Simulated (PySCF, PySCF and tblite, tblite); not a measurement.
# CH₄BF₃N₂S: a path driven as rotation about a bond, and NMR exchange

Aim: the barrier and rate of rotation about a bond in CH₄BF₃N₂S (`NB(N)SC(F)(F)F`), and what it does to NMR lines.

Computed with tblite 0.8.0 (tight binding) and PySCF 2.14.0 (DFT, with response routines of our own); each step states its level. Atoms count from 0 throughout.

## (1) The starting structure

12 atoms, charge 0, multiplicity 1; geometry from: force field or distance geometry start.

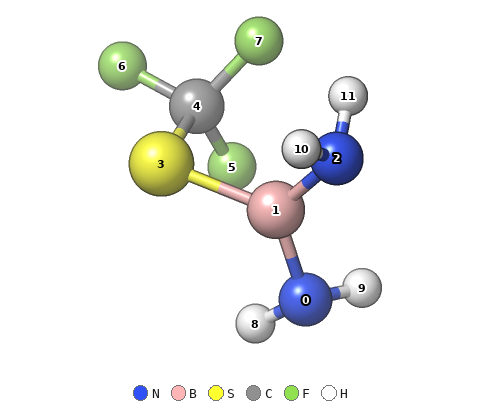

The starting geometry (nitrogen blue, boron pink, sulfur yellow, carbon grey, fluorine green, hydrogen white), atoms numbered.

## (2) GFN2-xTB relaxation, start minimum

What the job is given:

```
{"job": {"xc": "GFN2-xTB", "basis": "xTB", "kind": "relax"}, "charge": 0, "multiplicity": 1}
N     -1.449300    -1.393000    -0.200700
B     -0.854900    -0.009700    -0.444600
N     -1.610600     1.226200    -0.013800
S      0.817600     0.163400    -1.325200
C      1.838200     0.034500     0.197900
F      1.608800    -1.171300     0.824700
F      3.172500     0.114600    -0.169700
F      1.553200     1.082700     1.055700
H     -0.774900    -2.107900    -0.546300
H     -1.533500    -1.518800     0.838800
H     -1.755000     1.809700    -0.876300
H     -1.010900     1.768800     0.633400
```

Started as:

```console
$ OMP_NUM_THREADS=1 python ens_run.py task.json out
```

The driver reads the study from task.json and runs its stages one after another.

The program printed:

```text
step      E/eV     max force
  0    -781.14378    3.793
  1    -781.66880    2.623
  2    -781.94584    1.860
  3    -782.00749    0.985
  4    -782.06838    0.904
  5    -782.15593    1.011
  6    -782.19113    0.715
  7    -782.24265    0.431
  8    -782.26050    0.412
  9    -782.28799    0.443
 10    -782.29733    0.902
 11    -782.31247    0.403
 12    -782.32676    0.366
 13    -782.35930    0.430
 14    -782.36843    0.350
 15    -782.37976    0.244
 16    -782.38403    0.199
 17    -782.38836    0.157
 18    -782.39170    0.189
 19    -782.39558    0.210
 20    -782.40096    0.250
 21    -782.40908    0.341
 22    -782.42028    0.423
 23    -782.43558    0.487
 24    -782.45503    0.341
 25    -782.46486    0.522
 26    -782.48225    0.687
 27    -782.50795    0.906
 28    -782.55279    0.679
 29    -782.58036    1.563
 30    -782.63321    1.356
 31    -782.68651    1.144
 32    -782.71503    1.184
 33    -782.75229    0.893
 34    -782.80025    0.555
 35    -782.84318    0.877
 36    -782.87244    0.805
 37    -782.89307    0.503
 38    -782.90372    0.274
 39    -782.90652    0.232
 40    -782.90991    0.197
 41    -782.91364    0.200
 42    -782.91732    0.248
 43    -782.92013    0.194
 44    -782.92217    0.113
 45    -782.92375    0.087
 46    -782.92500    0.086
 47    -782.92572    0.076
 48    -782.92602    0.050
 49    -782.92619    0.042
 50    -782.92636    0.044
 51    -782.92661    0.047
 52    -782.92684    0.038
 53    -782.92701    0.030
 54    -782.92716    0.041
 55    -782.92741    0.059
 56    -782.92782    0.073
 57    -782.92838    0.076
 58    -782.92889    0.060
 59    -782.92922    0.040
 60    -782.92941    0.033
 61    -782.92956    0.033
 62    -782.92967    0.025
 63    -782.92974    0.024
 64    -782.92980    0.020
 65    -782.92987    0.028
 66    -782.92994    0.031
 67    -782.92999    0.022
 68    -782.93002    0.014
 69    -782.93005    0.021
 70    -782.93010    0.032
 71    -782.93018    0.039
 72    -782.93031    0.034
 73    -782.93044    0.035
 74    -782.93056    0.036
 75    -782.93067    0.036
 76    -782.93080    0.039
 77    -782.93096    0.035
 78    -782.93114    0.034
 79    -782.93135    0.035
 80    -782.93159    0.058
 81    -782.93183    0.061
 82    -782.93205    0.040
 83    -782.93221    0.029
 84    -782.93236    0.041
 85    -782.93253    0.048
 86    -782.93270    0.036
 87    -782.93284    0.027
 88    -782.93297    0.029
 89    -782.93311    0.043
 90    -782.93325    0.045
 91    -782.93340    0.053
 92    -782.93354    0.047
 93    -782.93366    0.027
 94    -782.93377    0.034
 95    -782.93385    0.021
 96    -782.93391    0.022
 97    -782.93398    0.028
 98    -782.93408    0.033
 99    -782.93423    0.033
100    -782.93444    0.054
101    -782.93471    0.069
102    -782.93505    0.067
103    -782.93549    0.068
104    -782.93613    0.080
105    -782.93701    0.104
106    -782.93813    0.119
107    -782.93821    0.177
108    -782.93962    0.080
109    -782.94018    0.071
110    -782.94075    0.087
111    -782.94159    0.096
112    -782.94342    0.139
113    -782.94526    0.173
114    -782.93900    0.577
115    -782.94910    0.252
116    -782.95144    0.133
117    -782.95133    0.503
118    -782.95649    0.082
119    -782.95858    0.104
120    -782.95945    0.355
121    -782.96195    0.084
122    -782.96302    0.071
123    -782.96489    0.121
124    -782.96552    0.054
125    -782.96598    0.072
126    -782.96655    0.050
127    -782.96696    0.060
128    -782.96730    0.073
129    -782.96752    0.078
130    -782.96799    0.074
131    -782.96859    0.095
132    -782.96942    0.105
133    -782.97033    0.099
134    -782.97126    0.086
135    -782.97161    0.081
136    -782.97212    0.068
137    -782.97239    0.032
138    -782.97258    0.054
139    -782.97273    0.037
140    -782.97308    0.055
141    -782.97337    0.066
142    -782.97377    0.091
143    -782.97423    0.087
144    -782.97461    0.075
145    -782.97535    0.065
146    -782.97585    0.054
147    -782.97617    0.108
148    -782.97650    0.064
149    -782.97668    0.034
150    -782.97683    0.035
151    -782.97694    0.034
152    -782.97702    0.020
153    -782.97706    0.021
154    -782.97714    0.025
155    -782.97720    0.019
156    -782.97723    0.022
157    -782.97726    0.014
158    -782.97728    0.016
159    -782.97732    0.013
160    -782.97735    0.018
161    -782.97739    0.013
162    -782.97741    0.016
163    -782.97743    0.017
164    -782.97744    0.009
165    -782.97745    0.009
166    -782.97746    0.006
167    -782.97746    0.006
168    -782.97747    0.005
169    -782.97747    0.004
170    -782.97747    0.002
```

It took 1.4 s on 1 thread of Arm Neoverse N1, shared host.

Gain 1.834 eV; displacement 1.13 Å root mean square.

## (3) Relaxed scan, rotation

What the job is given:

```
{"job": {"xc": "GFN2-xTB", "basis": "xTB", "coordinate": [["t", [0, 1, 3, 4], 0.5], ["t", [2, 1, 3, 4], 0.5]], "kind": "drive"}, "charge": 0, "multiplicity": 1}
N     -0.889590    -0.813394     0.596539
B     -0.755859     0.356946    -0.146905
N     -1.844957     1.144192    -0.521699
S      0.897874     0.995515    -0.719512
C      2.028644    -0.246406    -0.060323
F      1.788902    -1.482540    -0.530558
F      3.287720     0.044421    -0.371946
F      1.975033    -0.352538     1.278503
H     -0.147743    -1.419126     0.894547
H     -1.790927    -1.139177     0.896878
H     -1.752909     1.988202    -1.056854
H     -2.794990     0.923219    -0.284697
```

The program printed:

```text
point  coordinate     E/eV
  0    104.800     -782.97596
  1    119.800     -782.97025
  2    134.700     -782.96069
  3    149.700     -782.94247
  4    164.700     -782.93339
  5    179.800     -782.92362
  6    195.000     -782.93306
  7    209.900     -782.94312
  8    224.900     -782.96118
  9    239.900     -782.96923
 10    254.900     -782.97370
 11    269.900     -782.97632
```

Run time: 4 s. Hardware: 1 thread of Arm Neoverse N1, shared host.

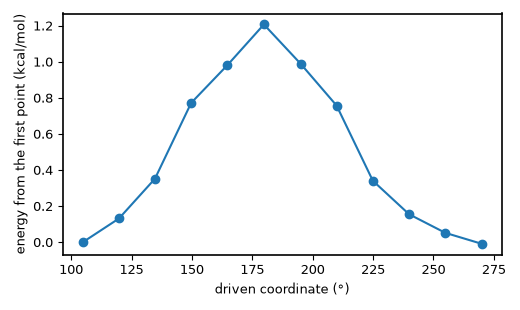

Energy along the scan.

## (4) Nudged elastic band, leg 1

Changed since step 3:

```diff
@@ -1,2 +1,2 @@
-{"job": {"xc": "GFN2-xTB", "basis": "xTB", "coordinate": [["t", [0, 1, 3, 4], 0.5], ["t", [2, 1, 3, 4], 0.5]], "kind": "drive"}, "charge": 0, "multiplicity": 1}
+{"job": {"xc": "GFN2-xTB", "basis": "xTB", "kind": "neb"}, "charge": 0, "multiplicity": 1}
 N     -0.889590    -0.813394     0.596539
```

The program printed:

```text
image   E - E0 / eV
  0       0.0000
  1       0.0134
  2       0.0482
  3       0.0554
  4       0.0340
  5       0.0101
  6       0.0000
```

It took 1.8 s on 1 thread of Arm Neoverse N1, shared host; peak memory 0.19 GiB.

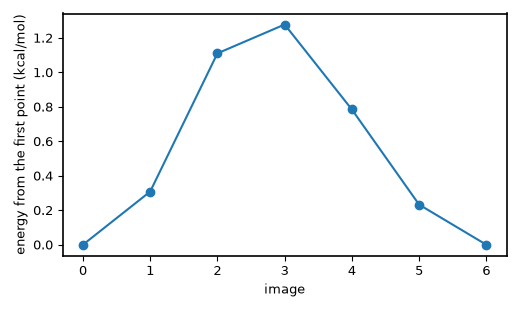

Energy along the band.

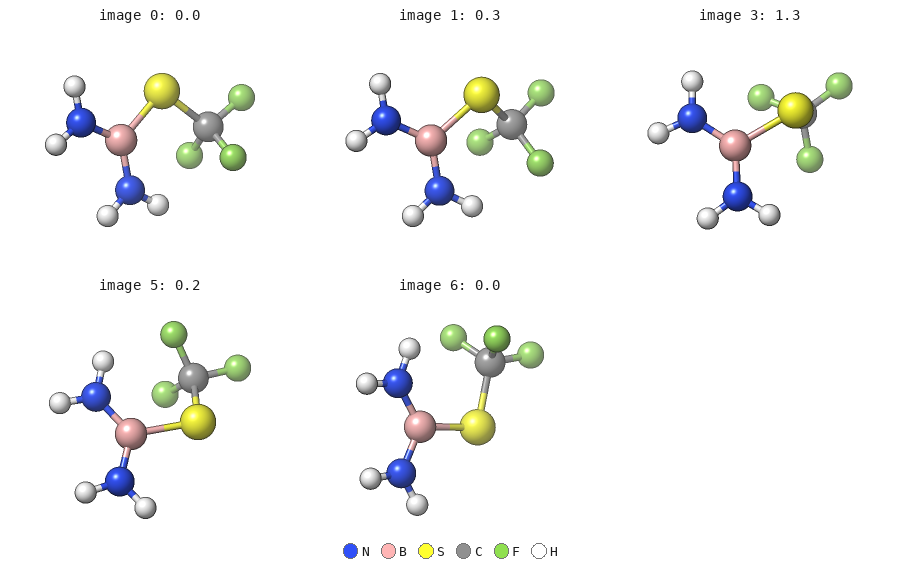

Images along the band, with energies in kcal/mol.

## (5) Saddle search, leg 1

What the job is given:

```
{"job": {"xc": "GFN2-xTB", "basis": "xTB", "kind": "saddle"}, "charge": 0, "multiplicity": 1}
N     -1.140616    -0.593347     1.280573
B     -0.717028     0.337097     0.341743
N     -1.419677     0.716200    -0.793301
S      0.977990     1.142018     0.607044
C      1.882132    -0.085057    -0.353674
F      1.360003    -0.267337    -1.579143
F      3.152211     0.271294    -0.522966
F      1.895595    -1.300612     0.218735
H     -0.611903    -0.824195     2.102891
H     -2.023564    -1.070753     1.232992
H     -1.056109     1.362225    -1.471650
H     -2.299036     0.312468    -1.063244
```

The program printed:

```text
step      E/eV     max force
  0    -782.92206   0.0523
  1    -782.92642   0.1605
  2    -782.92470   0.0292
  3    -782.92669   0.0112
  4    -782.92648   0.2088
  5    -782.92710   0.0224
  6    -782.92756   0.0155
  7    -782.92771   0.0260
  8    -782.92773   0.0032
lowest wavenumbers (cm-1): -35.7 46.3 98.8 245.4 259.5 308.7
```

It took 3.6 s on 1 thread of Arm Neoverse N1, shared host; peak memory 0.19 GiB.

Point group Cs; 1 imaginary mode, 36i cm⁻¹, carried by N0, N2, F7, F5. Steps downhill from it reached both ends.

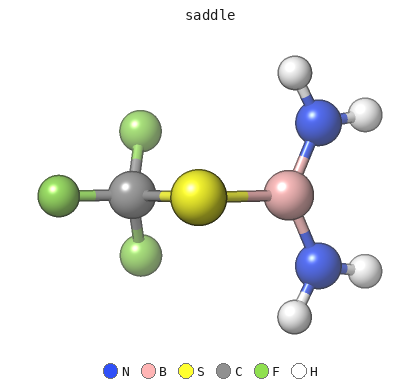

The saddle point.

## (6) Shieldings, start: PBE0/pcSseg-1

What the job is given:

```
{"job": {"kind": "nmr", "xc": "PBE0", "basis": "pcSseg-1", "pop": false}, "charge": 0, "multiplicity": 1}
N     -0.889590    -0.813394     0.596539
B     -0.755859     0.356946    -0.146905
N     -1.844957     1.144192    -0.521699
S      0.897874     0.995515    -0.719512
C      2.028644    -0.246406    -0.060323
F      1.788902    -1.482540    -0.530558
F      3.287720     0.044421    -0.371946
F      1.975033    -0.352538     1.278503
H     -0.147743    -1.419126     0.894547
H     -1.790927    -1.139177     0.896878
H     -1.752909     1.988202    -1.056854
H     -2.794990     0.923219    -0.284697
```

The program printed:

```text
coarse grid: 11664 points
cycle   1  E = -871.7820973988  dE =  1.292e+00  |g| = 1.006e+00  |ddm| = 3.053e+00
cycle   2  E = -871.5764692735  dE =  2.056e-01  |g| = 1.529e+00  |ddm| = 1.263e+00
cycle   3  E = -871.9677488468  dE = -3.913e-01  |g| = 7.448e-02  |ddm| = 7.845e-01
cycle   4  E = -871.9685831774  dE = -8.343e-04  |g| = 4.599e-02  |ddm| = 8.986e-02
cycle   5  E = -871.9689752755  dE = -3.921e-04  |g| = 1.070e-02  |ddm| = 3.040e-02
cycle   6  E = -871.9690002929  dE = -2.502e-05  |g| = 2.017e-03  |ddm| = 9.291e-03
cycle   7  E = -871.9690009228  dE = -6.299e-07  |g| = 7.828e-04  |ddm| = 1.744e-03
final grid: 112448 points
cycle   8  E = -872.0297332023  dE = -4.469e-05  |g| = 1.005e-02  |ddm| = 2.475e-02
cycle   9  E = -872.0297195817  dE =  1.362e-05  |g| = 1.315e-02  |ddm| = 1.477e-02
cycle  10  E = -872.0297537127  dE = -3.413e-05  |g| = 5.289e-04  |ddm| = 8.165e-03
cycle  11  E = -872.0297537551  dE = -4.242e-08  |g| = 2.650e-04  |ddm| = 5.739e-04
cycle  12  E = -872.0297537671  dE = -1.200e-08  |g| = 6.822e-05  |ddm| = 1.935e-04
cycle  13  E = -872.0297537679  dE = -7.963e-10  |g| = 1.780e-05  |ddm| = 4.462e-05
converged SCF energy = -872.0297537679

GIAO shielding tensors (ppm)
atom      isotropic    diamagn.    paramagn.     s11        s22        s33       span
  0 N      203.522     318.344    -114.823    161.768    210.351    238.447     76.678
  1 B       75.463     193.965    -118.502     47.526     72.993    105.870     58.344
  2 N      207.468     316.135    -108.666    161.631    209.743    251.032     89.402
  3 S      458.280    1057.693    -599.413    254.984    373.113    746.743    491.759
  4 C       42.923     244.486    -201.563     29.097     40.541     59.131     30.033
  5 F      209.073     476.340    -267.267    130.018    181.029    316.173    186.155
  6 F      224.674     468.866    -244.191    149.779    200.894    323.351    173.572
  7 F      209.083     476.359    -267.275    130.011    181.107    316.132    186.121
  8 H       28.716      32.906      -4.190     20.863     29.129     36.156     15.293
  9 H       29.217      31.156      -1.939     22.593     25.965     39.093     16.500
 10 H       29.515      30.311      -0.796     22.675     27.824     38.046     15.372
 11 H       29.371      30.034      -0.662     23.019     25.918     39.176     16.158
```

It took 25 s on 1 thread of Arm Neoverse N1, shared host; peak memory 0.74 GiB.

This run: HOMO -7.46 eV, LUMO 0.52 eV; dipole 3.78 D.

## (7) Shieldings, saddle of leg 1: PBE0/pcSseg-1

What the job is given:

```
{"job": {"kind": "nmr", "xc": "PBE0", "basis": "pcSseg-1", "pop": false}, "charge": 0, "multiplicity": 1}
N     -1.112058    -0.575898     1.288188
B     -0.717501     0.345200     0.328128
N     -1.442171     0.694159    -0.802772
S      0.970918     1.173869     0.565137
C      1.878255    -0.081661    -0.353754
F      1.461096    -0.197606    -1.626402
F      3.179571     0.189768    -0.399143
F      1.755737    -1.308215     0.182413
H     -0.550289    -0.807787     2.088049
H     -1.974708    -1.089288     1.247925
H     -1.113679     1.359258    -1.480184
H     -2.335172     0.298202    -1.037585
```

The program printed:

```text
coarse grid: 11664 points
cycle   1  E = -871.7822702967  dE =  1.276e+00  |g| = 9.986e-01  |ddm| = 3.059e+00
cycle   2  E = -871.5807853648  dE =  2.015e-01  |g| = 1.519e+00  |ddm| = 1.256e+00
cycle   3  E = -871.9648431614  dE = -3.841e-01  |g| = 7.285e-02  |ddm| = 7.812e-01
cycle   4  E = -871.9657337648  dE = -8.906e-04  |g| = 4.096e-02  |ddm| = 9.396e-02
cycle   5  E = -871.9660419231  dE = -3.082e-04  |g| = 1.014e-02  |ddm| = 2.811e-02
cycle   6  E = -871.9660640146  dE = -2.209e-05  |g| = 1.507e-03  |ddm| = 8.917e-03
cycle   7  E = -871.9660643792  dE = -3.646e-07  |g| = 2.441e-04  |ddm| = 1.372e-03
final grid: 112448 points
cycle   8  E = -872.0264036076  dE = -3.946e-05  |g| = 9.637e-03  |ddm| = 2.240e-02
cycle   9  E = -872.0263912228  dE =  1.238e-05  |g| = 1.258e-02  |ddm| = 1.460e-02
cycle  10  E = -872.0264225915  dE = -3.137e-05  |g| = 5.896e-04  |ddm| = 8.064e-03
cycle  11  E = -872.0264226497  dE = -5.822e-08  |g| = 2.696e-04  |ddm| = 6.542e-04
cycle  12  E = -872.0264226625  dE = -1.273e-08  |g| = 6.561e-05  |ddm| = 2.109e-04
cycle  13  E = -872.0264226632  dE = -7.451e-10  |g| = 1.699e-05  |ddm| = 4.543e-05
converged SCF energy = -872.0264226632

GIAO shielding tensors (ppm)
atom      isotropic    diamagn.    paramagn.     s11        s22        s33       span
  0 N      188.590     317.131    -128.541    135.113    197.062    233.596     98.484
  1 B       76.287     194.498    -118.211     40.085     86.921    101.855     61.770
  2 N      188.548     317.154    -128.606    135.092    197.129    233.423     98.332
  3 S      482.168    1057.296    -575.128    266.811    415.247    764.448    497.637
  4 C       42.913     243.342    -200.429     27.329     41.084     60.326     32.997
  5 F      206.014     476.678    -270.663    124.048    176.211    317.783    193.735
  6 F      226.443     469.209    -242.766    147.783    207.941    323.606    175.823
  7 F      205.965     476.663    -270.698    124.084    175.992    317.819    193.734
  8 H       28.600      31.062      -2.462     22.320     27.378     36.103     13.783
  9 H       28.974      30.680      -1.706     22.817     25.438     38.667     15.850
 10 H       28.602      31.078      -2.476     22.322     27.398     36.084     13.762
 11 H       28.973      30.691      -1.718     22.819     25.438     38.662     15.842
```

Wall time 33 s (1 thread of Arm Neoverse N1, shared host); peak memory 0.76 GiB.

In short: HOMO -7.44 eV, LUMO 0.35 eV; dipole 3.91 D.

Orbitals, density, ELF and potential are computed afterwards from the orbital file.

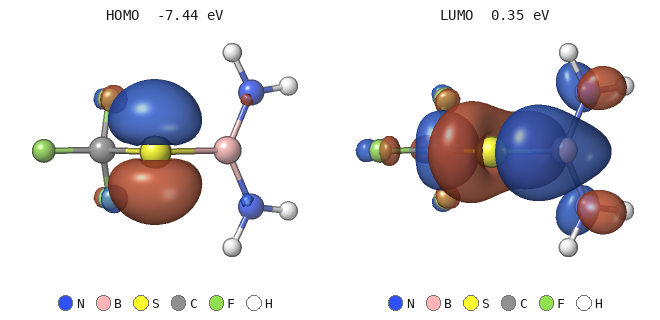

Frontier orbitals at PBE0/pcSseg-1; each surface holds 70 % of the orbital's density, blue and red mark the sign.

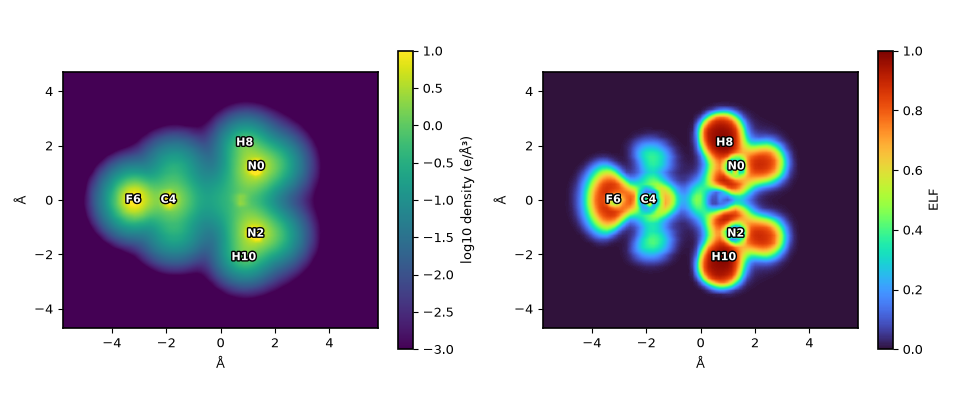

Density (left) and ELF (right) in a plane through or near 6 of the atoms.

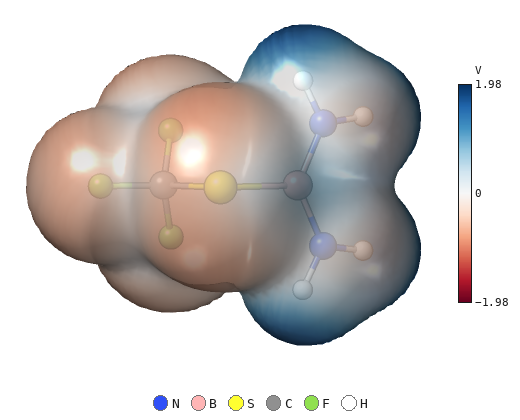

Electrostatic potential on the surface of density 0.002 e/bohr³; red is low, blue high. It runs, from the 1st to the 99th percentile, from -0.79 V near S3 to 1.98 V near H9.

## (8) The path in numbers

What the job is given:

```
{"job": {"smiles": "NB(N)SC(F)(F)F", "charge": 0, "mult": 1, "motion": "rotation", "what": "boronate", "atoms": [1, 3], "drives": [{"terms": [["t", [0, 1, 3, 4], 0.5], ["t", [2, 1, 3, 4], 0.5]], "by": 180, "n": 12}], "study": "path", "level": {"kind": "nmr", "xc": "PBE0", "basis": "pcSseg-1"}, "fields": [90, 300, 700], "first": 0, "seed": 586, "kind": "path"}, "charge": 0, "multiplicity": 1}
N     -0.889590    -0.813394     0.596539
B     -0.755859     0.356946    -0.146905
N     -1.844957     1.144192    -0.521699
S      0.897874     0.995515    -0.719512
C      2.028644    -0.246406    -0.060323
F      1.788902    -1.482540    -0.530558
F      3.287720     0.044421    -0.371946
F      1.975033    -0.352538     1.278503
H     -0.147743    -1.419126     0.894547
H     -1.790927    -1.139177     0.896878
H     -1.752909     1.988202    -1.056854
H     -2.794990     0.923219    -0.284697
```

The program printed:

```text
stationary points (kcal/mol above the start)
  n  kind          group   xTB      DFT    lowest mode
  0  minimum      Cs       0.00     0.00      14.7
  1  saddle       Cs       1.15     2.03     -35.7
  2  minimum      Cs       0.00     0.00      13.4

GFN2-xTB energies: T/K, barrier G, reaction G (kcal/mol), k forward, k back (1/s)
 150.00     1.35    -0.01   6.75e+10   6.54e+10
 200.00     1.50    -0.01   1.92e+11   1.85e+11
 250.00     1.67    -0.02   3.62e+11   3.49e+11
 298.15     1.85    -0.02   5.48e+11   5.28e+11
 350.00     2.06    -0.03   7.58e+11   7.29e+11
 400.00     2.27    -0.03    9.6e+11   9.22e+11
 500.00     2.72    -0.04   1.35e+12   1.29e+12

PBE0/pcSseg-1 + D3(BJ) energies: T/K, barrier G, reaction G (kcal/mol), k forward, k back (1/s)
 150.00     2.24    -0.01   3.44e+09   3.34e+09
 200.00     2.39    -0.01   2.06e+10   1.99e+10
 250.00     2.56    -0.02   6.07e+10   5.85e+10
 298.15     2.74    -0.02   1.23e+11   1.18e+11
 350.00     2.94    -0.03   2.12e+11   2.04e+11
 400.00     3.16    -0.03   3.15e+11   3.02e+11
 500.00     3.61    -0.04   5.51e+11   5.29e+11
```

Wall time 76 s (1 thread of Arm Neoverse N1, shared host); peak memory 0.76 GiB. This counts the whole study up to here.

Barriers by level (kcal/mol; entropies in cal/(mol K)). Zero-point and thermal terms come from xTB in every row. ΔG‡ leaves symmetry out; the rate counts equivalent paths (a factor of 2); effective ΔG‡, where given, is the barrier that would give that rate by Eyring's equation alone:

```tsv
level	ΔE‡	with zero-point	ΔH‡	ΔS‡	ΔG‡ (298 K)	ΔE of reaction	k at 298 K (1/s)	effective ΔG‡
GFN2-xTB	1.15	1.08	0.54	-4.4	1.85	0.00	5.5e+11	1.44
PBE0/pcSseg-1 + D3(BJ)	2.03	1.97	1.43	-4.4	2.74	0.00	1.2e+11	2.33
```

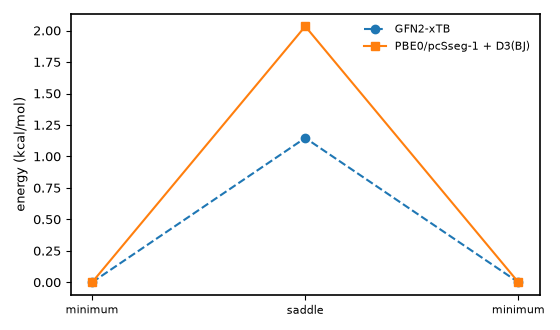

The xTB stationary points, at both levels.

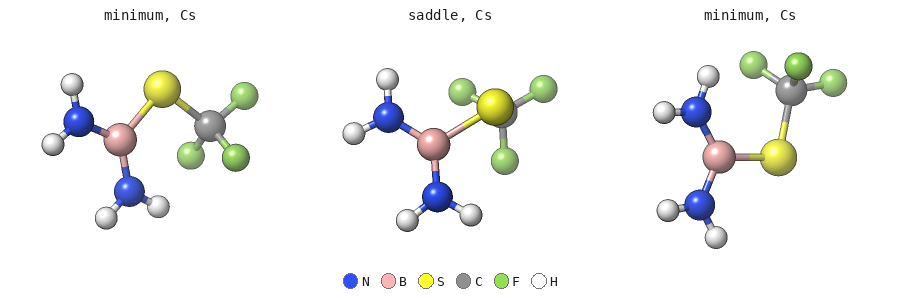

The stationary points in order.

Sites that the driver pairs across this motion, and where their lines would merge (no couplings; faster rotations or exchange between molecules can average them sooner):

```tsv
nucleus	sites: shielding (ppm)	proton frequency (MHz)	spread (Hz)	coalescence (K)	lines at 298 K
$^{1}$H	H8: 28.72; H10: 29.52	90	72	44	1
$^{1}$H	H8: 28.72; H10: 29.52	300	240	46	1
$^{1}$H	H8: 28.72; H10: 29.52	700	559	48	1
$^{15}$N	N0: 203.5; N2: 207.5	90	36	42	1
$^{15}$N	N0: 203.5; N2: 207.5	300	120	45	1
$^{15}$N	N0: 203.5; N2: 207.5	700	280	46	1
$^{1}$H	H9: 29.22; H11: 29.37	90	14	41	1
$^{1}$H	H9: 29.22; H11: 29.37	300	46	43	1
$^{1}$H	H9: 29.22; H11: 29.37	700	108	44	1
```

## (9) Results

| quantity | value |
| --- | --- |
| barrier (PBE0/pcSseg-1 + D3(BJ)) | ΔE‡ 2.0, ΔG‡(298 K) 2.7 kcal/mol |
| barrier (GFN2-xTB) | ΔE‡ 1.1 kcal/mol |
| rate at 298 K | 1.2e+11 s⁻¹ |
| end of the path | the start, renumbered or mirrored |
| coalescence of $^{1}$H H8 | 48 K at 700 MHz |

What this shows: The barrier is 2.0 kcal/mol at the DFT level (xTB: 1.1); with thermal terms and the count of paths the DFT value gives a rate of 1.2e+11 s⁻¹ at 298 K. An error of 1.4 kcal/mol changes that rate tenfold. The $^{1}$H lines of H8 and its partners, 559 Hz apart at 700 MHz, merge at 48 K, so by this path alone the exchange at 298 K is fast for them; other paths were not followed.
